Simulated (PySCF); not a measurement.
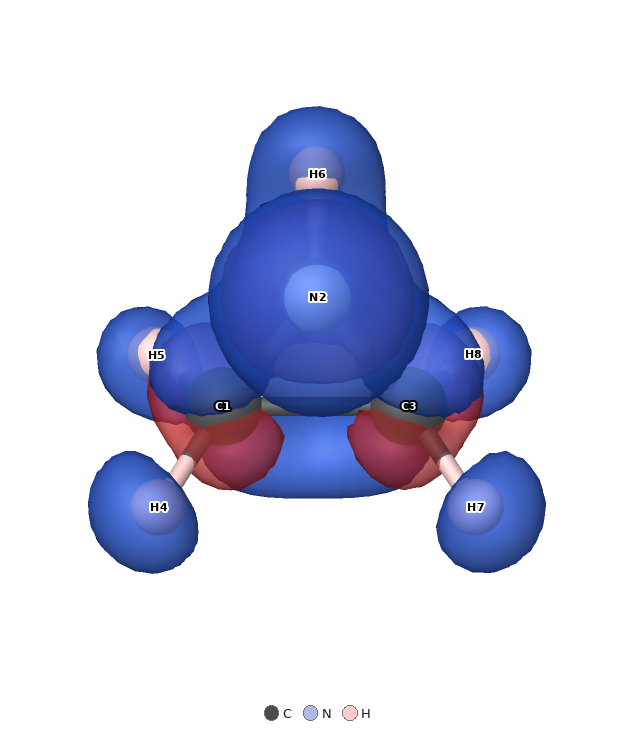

C₂H₅N, SMILES `C1NC1`. Fukui function f⁻ = ρ(N) − ρ(N−1) at fixed geometry, surfaces at ±0.04 e/Å³ (blue positive, red negative).

Level of theory: TPSSh/6-311+G** (PySCF), at a geometry from GFN2-xTB. No frequency check shows the geometry to be a minimum.

Question: On which atoms does the density change most on removal of an electron?

Answer: f⁻ (Hirshfeld-condensed) is largest on N2 (0.34); the vertical ionisation energy is 9.46 eV. Condensed values hint at sites of electrophilic attack but needn't mark the atom that reacts. Orbital relaxation makes it negative in places (0.21 e in all).

```json
{"atom": "C1", "f⁻": "+0.12", "charge": "−0.04"}
{"atom": "N2", "f⁻": "+0.34", "charge": "−0.20"}
{"atom": "C3", "f⁻": "+0.12", "charge": "−0.04"}
{"atom": "H4", "f⁻": "+0.08", "charge": "+0.04"}
{"atom": "H5", "f⁻": "+0.08", "charge": "+0.04"}
{"atom": "H6", "f⁻": "+0.10", "charge": "+0.11"}
{"atom": "H7", "f⁻": "+0.08", "charge": "+0.04"}
{"atom": "H8", "f⁻": "+0.08", "charge": "+0.04"}
```
